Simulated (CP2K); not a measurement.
Consider fluorooxirane at its PBE geometry (Å).

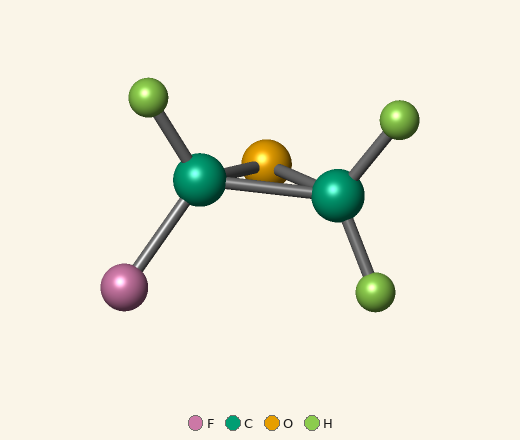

The molecule (fluorine pink, carbon teal, oxygen orange, hydrogen green).

```xyz
7

F     1.4572   -0.9664   -0.4082
C     0.6845    0.1046    0.0110
C    -0.7711   -0.0053   -0.0866
O    -0.0436   -0.0947    1.1940
H     1.2541    1.0330   -0.0788
H    -1.3938    0.8840   -0.2043
H    -1.1873   -0.9552   -0.4271
```

Method: CP2K XAS_TDP, all-electron GAPW, PBEh(45%), aug-cc-pVDZ, TDA, GW2X-corrected core level, no relativity.

Predict the bright core excitations at the C K edge.

Leading lines: C2 293.91 eV and C3 290.86 eV. The leading line of an atom is its first one with 35 % of the strongest within 2.5 eV of its lowest line over the strength cut. Core ionisation energies at this level: C2 296.62 and C3 294.50 eV.

The first six lines of each atom with a strength over 0.0015:

```
                        atom  energy (eV)  states  strength, one atom  above the computed threshold
C2 (bonded to C, F, O and H)       293.91       1              0.0536                              
                                   294.13       1              0.0577                              
                                   294.64       1              0.0176                              
                                   294.89       1              0.0044                              
                                   296.98       1              0.0093                           yes
                                   297.10       1              0.0080                           yes
 C3 (bonded to C, O and 2 H)       290.86       1              0.0496                              
                                   292.30       1              0.0089                              
                                   292.81       1              0.0199                              
                                   293.40       1              0.0152                              
                                   293.64       1              0.0088                              
                                   294.59       1              0.0059                           yes
```

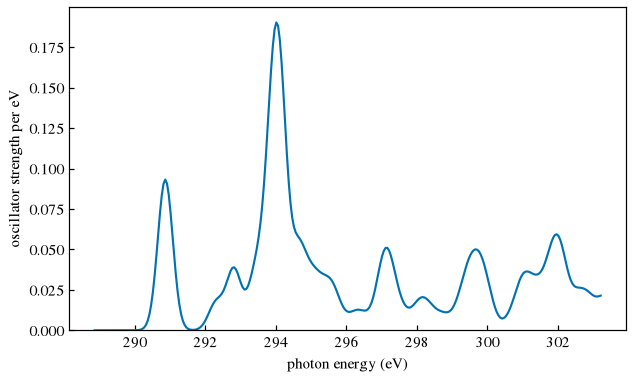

All atoms added, broadened by 0.5 eV.

Lines are vertical, at one geometry, with no vibrational structure. GW2X ionisation energies and lines can be off by 1 to 2 eV either way, and a good line position may hide errors that cancel. These values hold no scalar relativity, about 0.1 eV for C 1s. Rydberg lines, and the discretised continuum above threshold, depend on the basis and the box.

[Banner, clock and machine lines of the logs are left out without a mark of their own.]

[Logs are printed without paths, hosts, clocks, repeated set-up lines and the standing remarks that a program may print on its own settings, such as how far it seeks lower states.]

[Hosts, paths, dates, database ids (printed as entryN), source tags and the programs' standing remarks are cut or masked in the printed files.]
